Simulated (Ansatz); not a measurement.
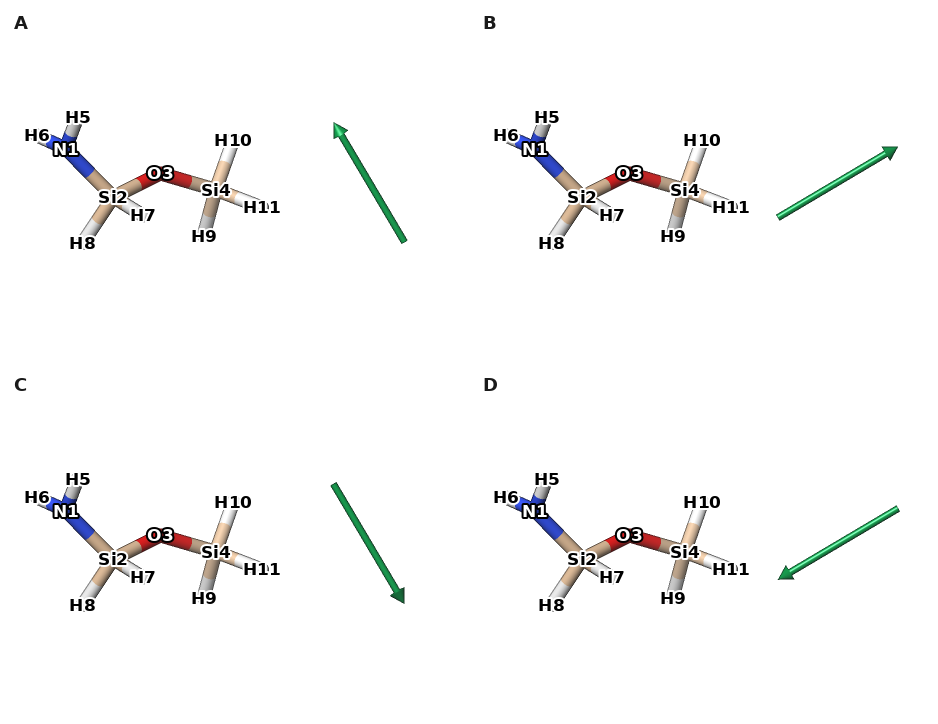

The same molecule four times, each with an arrow. The geometry was computed by an optimisation with PBE-D4/def2-SVP. No frequency run is at hand to confirm it as a minimum. Properties computed with RKS PBE-D4/def2-SVP (Ansatz 0.2.0).

Question: Which arrow points along the dipole moment, from the negative to the positive end?

Answer: A. The dipole moment is 1.22 D; it points from the side of H9, H11 to the side of H5, H6 (the outermost atoms at the two ends).
